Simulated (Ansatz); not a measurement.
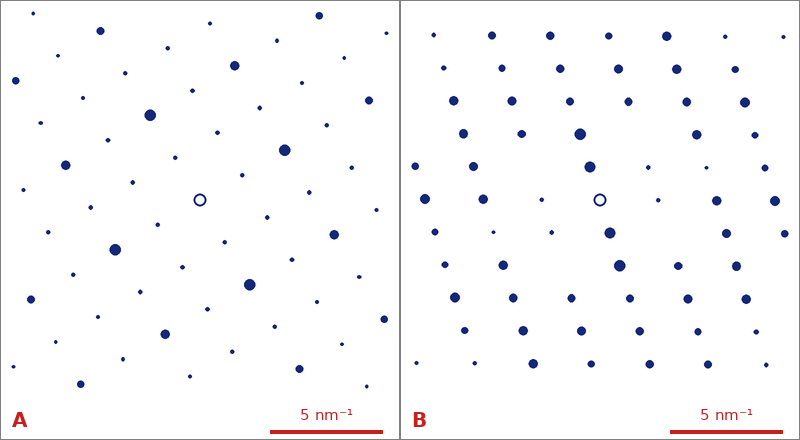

Kinematic electron diffraction patterns (200 kV, B = 0.5 Å², same scale, each along a low-index zone) of two structures of composition KAg3, each relaxed at zero pressure with Ansatz 0.2.0, DFT PBE, scalar-relativistic, plane waves, PAW.

The structures (standard cells):
1. P6_3/mmc (No. 194), a = 7.476 Å, c = 4.718 Å (hexagonal axes), 8 atoms; generated start, possibly hypothetical
2. Pm-3m (No. 221), a = 4.530 Å, 4 atoms; generated start, possibly hypothetical

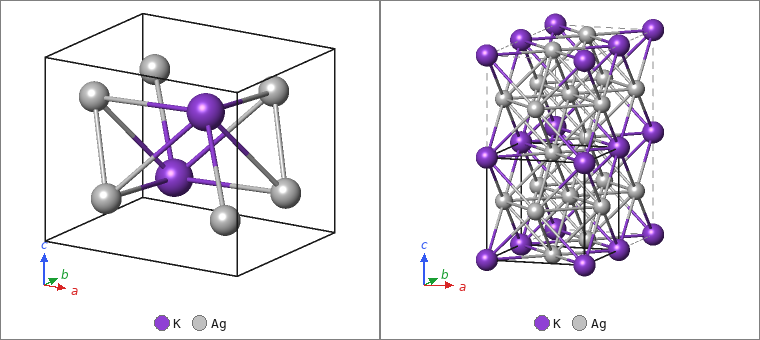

Drawings of the structures 1 to 2, from left to right (each may span several cells).

**Which pattern belongs to which structure, and along which zone?**

A is structure 2 along [001] or an equivalent direction: square net of 1 0 0 (weak) at d = 4.53 Å and 0 1 0 (weak) at d = 4.53 Å, 90.0° apart. B is structure 1 along [101] or an equivalent direction: centred rectangular net of 0 1 0 at d = 6.47 Å and 1 0 -1 (weak) at d = 3.81 Å, 72.9° apart (some points of this net are extinct or too weak to see).

**Which structure lies lowest at this level of theory, and by how much?**

Structure 1 (P6_3/mmc, 28.54 Å³ an atom) is the lowest of these; structure 2 (Pm-3m, 23.24 Å³ an atom) lies about 140 meV an atom higher. These are static energies at 0 K; other structures, not shown, may lie lower still.
